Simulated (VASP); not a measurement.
Band structure of Zr (hcp). Calculation: PBE GGA with D3 dispersion (zero damping), VASP's PBE PAW potentials (set 64) (plane waves; VASP 6.6.1).

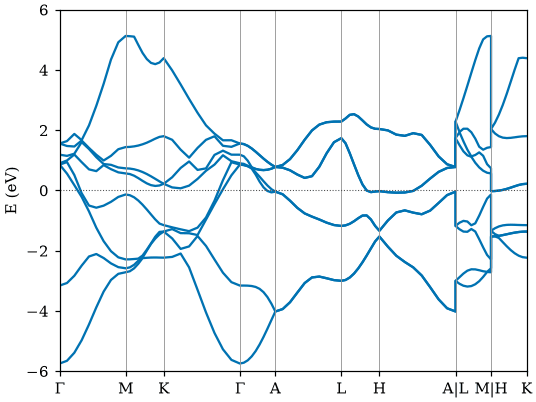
*Bands along high-symmetry lines, zero at the valence-band maximum or, without a gap, the Fermi level*

### Question
Read the plot: is there a gap, and where are the band edges?

### Answer
It has no gap at this level: it comes out as a metal or semimetal. (Edges off the drawn lines would not show.)

The compound is Zr in the hcp structure. It was relaxed first.
